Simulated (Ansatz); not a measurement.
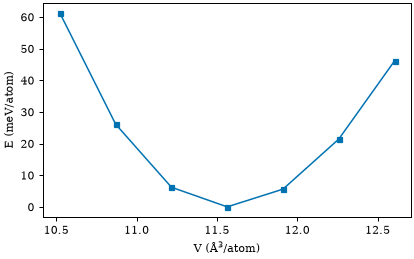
Figure: YB2 in space group P6/mmm (No. 191; Y on 1a, B on 2d) under volume change, the program Ansatz at the LDA level (PAW), shape and atoms relaxed at each volume.

Question: What does a third-order Birch–Murnaghan fit give for V₀, B₀ and B′?

Answer: V₀ = 11.57 Å³/atom, B₀ = 180 GPa, B′ = 3.4.

The workflow started from a Materials Project entry (that database holds measured and hypothetical structures alike); the Crystallography Open Database files this formula in space group No. 191, but the cells were not matched. Its standing as an ambient phase is unchecked. The LDA relaxation kept the symmetry of its start; of distortions, only those at the zone centre were tested. The run is not spin-polarised.

Potentials: the later of the program's two PAW sets.
